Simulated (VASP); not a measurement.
Data:

```yaml
crystal:
  lattice:
    - [-2.94998, 2.94998, 1.59665]
    - [2.94998, -2.94998, 1.59665]
    - [2.94998, 2.94998, -1.59665]
  atoms:
    - { symbol: Sn, position: [0.25000, 0.75000, 0.50000] }
    - { symbol: Sn, position: [0.00000, 0.00000, 0.00000] }
```

Computed with PBE GGA with D3 dispersion (zero damping), VASP's PBE PAW potentials (set 64) (plane waves; VASP). Settings: 520 eV cut-off, 14×14×14 Γ-centred mesh, tetrahedra with Blöchl corrections, potentials Sn_d.

Unless said otherwise, spin-orbit coupling is left out, though it shifts the bands of the heavy elements here.

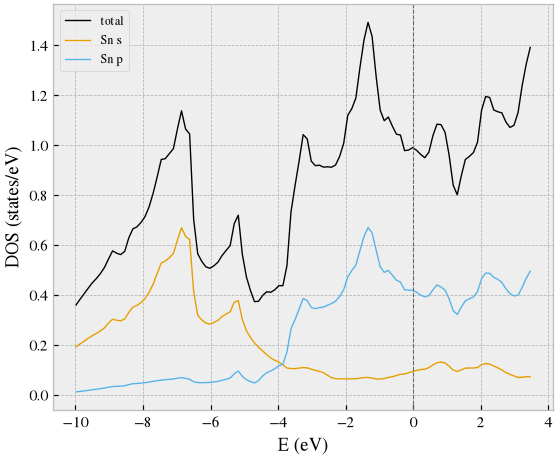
Total and projected density of states, zero at the Fermi level

Within 2 eV below the Fermi level the largest weight inside VASP's projection spheres is Sn p.

It has no gap at this level: it comes out as a metal or semimetal.

The compound is Sn in the beta structure. It was relaxed first.
